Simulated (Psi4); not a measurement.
# AlF2 (SMILES [F][Al][F]): UOMP2/DZP (density fitting, density fitting for correlation, Cartesian functions)

Aim: the vertical electron affinity of AlF2 at UOMP2/DZP (density fitting, density fitting for correlation, Cartesian functions), from 2 runs. 

Program for the calculation: Psi4 1.11.

3 further runs of the same task are left out: 3 set aside as unsound or not needed.

## 1. The molecule

The species is AlF2 (3 atoms), meant as a doublet with charge 0. SMILES: `[F][Al][F]`. Geometry: relaxed at PBE0-D4/def2-TZVP.

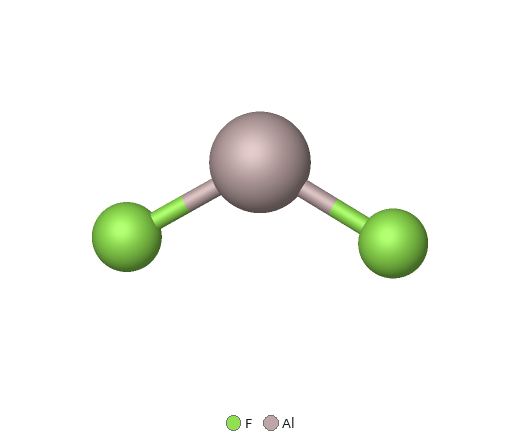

The structure, seen from a chosen angle (fluorine green, aluminium light grey).

## 2. A single-point energy at UOMP2/DZP (density fitting, density fitting for correlation, Cartesian functions)

alf2.inp reads:

```
memory 1.6 GB

molecule geom {
  0 2
  F      0.533000    -1.361200     0.136400
  Al     0.388700     0.275400     0.245200
  F     -0.932500     1.021000    -0.394800
}

set {
  reference   uhf
  freeze_core true
  mp2_type    df
  scf_type    df
}

E = energy('omp2/DZP')
```

On the command line:

```bash
$ psi4 alf2.inp alf2.out -n 1
```

alf2.out:

```text
[...]
  Running in cs symmetry.
[...]
  Nuclear repulsion =   90.260752901983039
[...]
  Multiplicity = 2
[...]
  Nalpha       = 16
  Nbeta        = 15
[...]
    Number of basis functions: 56
[...]
   @DF-UHF iter   1:  -440.86476377626605   -1.04113e+00   1.14103e-02 DIIS/ADIIS
[...]
   @DF-UHF iter  13:  -440.96536179345662   -6.25278e-13   4.86672e-09 DIIS
[...]
   @S^2 Observed:                7.513639221E-01
[...]
    Orbital Energies [Eh]
    ---------------------
    Alpha Occupied:
       1Ap   -58.537840     2Ap   -26.258858     3Ap   -26.258854
       4Ap    -4.952537     5Ap    -3.266413     1App   -3.262911
       6Ap    -3.262655     7Ap    -1.552743     8Ap    -1.544887
       9Ap    -0.708220    10Ap    -0.672747    11Ap    -0.644182
       2App   -0.634645     3App   -0.621216    12Ap    -0.617611
      13Ap    -0.360695
    Alpha Virtual:
       4App    0.048512    14Ap     0.148883    15Ap     0.153567
      16Ap     0.333257     5App    0.502021    17Ap     0.554596
      18Ap     0.580169     6App    0.639824    19Ap     0.675059
[...]
  @DF-UHF Final Energy:  -440.96536179345662
   => Energetics <=
    Nuclear Repulsion Energy =             90.2607529019830395
    One-Electron Energy =                -796.6177745412186368
    Two-Electron Energy =                 265.3916598457790315
    Total Energy =                       -440.9653617934566228
  UHF NO Occupations:
  HONO-2 :    3App 1.9998131
  HONO-1 :   12 Ap 1.9996717
[...]
 Multipole Moments:
 ------------------------------------------------------------------------------------
     Multipole            Electronic (a.u.)      Nuclear  (a.u.)        Total (a.u.)
 ------------------------------------------------------------------------------------
 L = 1.  Multiply by 2.5417464519 to convert [e a0] to [Debye]
 Dipole X            :          0.5599003            0.1678201            0.7277204
 Dipole Y            :          0.3602040            0.1079606            0.4681646
 Dipole Z            :          0.0000000            0.0000000            0.0000000
 Magnitude           :                                                    0.8653064
[...]
	Warning: cc_lambda option is changed to TRUE
	For this residual convergence, default PCG convergence is:     1.00e-07
[...]
	DF-SCS-MP2 Total Energy (a.u.)     :  -441.33127696304894
	DF-SOS-MP2 Total Energy (a.u.)     :  -441.32232645386387
[...]
	DF-SCS-OMP2 Total Energy (a.u.)    :  -441.33607666995630
	DF-SOS-OMP2 Total Energy (a.u.)    :  -441.29828841037829
	DF-SCS(N)-OMP2 Total Energy (a.u.) :  -441.15833059133087
[...]
	DF-OMP2 Total Energy (a.u.)        :  -441.35507321749691
[...]
```

Wall time 41 s (1 thread of Intel Xeon Platinum 8488C (Sapphire Rapids), shared host); peak memory 0.22 GiB.

## 3. The singlet anion at the same level

alf2.xyz reads:

```xyz
3
AlF2
F      0.533000    -1.361200     0.136400
Al     0.388700     0.275400     0.245200
F     -0.932500     1.021000    -0.394800
```

alf2.py reads:

```python
import psi4

psi4.set_memory(1600000000)
psi4.set_num_threads(1)
psi4.core.set_output_file('alf2.out', False)

with open('alf2.xyz') as f:
    atoms = ''.join(f.readlines()[2:])
geom = psi4.geometry('-1 1\n' + atoms + '')

psi4.set_options({
    'reference': 'uhf',
    'freeze_core': True,
    'mp2_type': 'df',
    'scf_type': 'df',
})

result, w = psi4.energy("omp2/DZP", return_wfn=True)
print('E =', round(result, 9))
```

On the command line:

```bash
$ python alf2.py
```

alf2.out:

```text
[...]
  Running in cs symmetry.
[...]
  Nuclear repulsion =   90.260752901983039
[...]
  Multiplicity = 1
[...]
  Nalpha       = 16
  Nbeta        = 16
[...]
    Number of basis functions: 56
[...]
   @DF-UHF iter   1:  -440.86722239651243   -1.04359e+00   1.19167e-02 ADIIS/DIIS
[...]
   @DF-UHF iter  10:  -440.97088314326862   -2.27374e-12   6.56257e-09 DIIS
[...]
   @S^2 Observed:                3.019806627E-14
[...]
    Orbital Energies [Eh]
    ---------------------
    Alpha Occupied:
       1Ap   -58.219615     2Ap   -26.020686     3Ap   -26.020682
       4Ap    -4.635608     5Ap    -2.949093     6Ap    -2.946600
       1App   -2.946301     7Ap    -1.316503     8Ap    -1.309091
       9Ap    -0.469406    10Ap    -0.437152    11Ap    -0.409824
       2App   -0.403614     3App   -0.390882    12Ap    -0.385751
      13Ap    -0.025867
    Alpha Virtual:
       4App    0.294720    14Ap     0.366106    15Ap     0.383535
      16Ap     0.617811     5App    0.785917    17Ap     0.840386
      18Ap     0.886017     6App    0.942014    19Ap     0.958410
[...]
  @DF-UHF Final Energy:  -440.97088314326862
   => Energetics <=
    Nuclear Repulsion Energy =             90.2607529019830395
    One-Electron Energy =                -804.6899236546089469
    Two-Electron Energy =                 273.4582876093572281
    Total Energy =                       -440.9708831432686225
  UHF NO Occupations:
  HONO-2 :   11 Ap 2.0000000
  HONO-1 :   12 Ap 2.0000000
[...]
 Multipole Moments:
 ------------------------------------------------------------------------------------
     Multipole            Electronic (a.u.)      Nuclear  (a.u.)        Total (a.u.)
 ------------------------------------------------------------------------------------
 L = 1.  Multiply by 2.5417464519 to convert [e a0] to [Debye]
 Dipole X            :         -1.1360374            0.1678201           -0.9682172
 Dipole Y            :         -0.7308023            0.1079606           -0.6228417
 Dipole Z            :          0.0000000            0.0000000            0.0000000
 Magnitude           :                                                    1.1512500
[...]
	Warning: cc_lambda option is changed to TRUE
	For this residual convergence, default PCG convergence is:     1.00e-07
[...]
	DF-SCS-MP2 Total Energy (a.u.)     :  -441.35910590146824
	DF-SOS-MP2 Total Energy (a.u.)     :  -441.35127322166534
[...]
	DF-SCS-OMP2 Total Energy (a.u.)    :  -441.36346669826423
	DF-SOS-OMP2 Total Energy (a.u.)    :  -441.32497240816292
	DF-SCS(N)-OMP2 Total Energy (a.u.) :  -441.16799134271724
[...]
	DF-OMP2 Total Energy (a.u.)        :  -441.38041679229349
[...]
```

On the terminal:

```text
E = -441.380416792
```

Run time: 21 s. Hardware: 1 thread of Intel Xeon Platinum 8488C (Sapphire Rapids), shared host; peak memory 0.22 GiB.

## 4. Results

Level: UOMP2/DZP (density fitting, density fitting for correlation, Cartesian functions), 7 core orbitals frozen.

| quantity | value |
| --- | --- |
| doublet AlF2: total energy | -441.35507 Eh |
| doublet AlF2: HOMO energy (Hartree–Fock orbitals) (highest over α and β) | -9.81 eV |
| doublet AlF2: LUMO energy (Hartree–Fock orbitals) (lowest over α and β) | 0.33 eV |
| doublet AlF2: correlation energy (7 core orbitals frozen) | -389.7 mEh |
| doublet AlF2: ⟨S²⟩ of the reference determinant | 0.751 |
| singlet anion: total energy | -441.38042 Eh |
| singlet anion: HOMO energy (Hartree–Fock orbitals) | -0.70 eV |
| singlet anion: LUMO energy (Hartree–Fock orbitals) | 8.02 eV |
| singlet anion: HOMO–LUMO gap (to an unbound level, set by the basis) | 8.72 eV |
| singlet anion: correlation energy (7 core orbitals frozen) | -409.5 mEh |
| vertical electron affinity (to the singlet anion) | 0.690 eV |

At fixed nuclei the extra electron is bound by 0.69 eV (66.5 kJ/mol). The basis has no diffuse functions, so the error can be as large as this value.
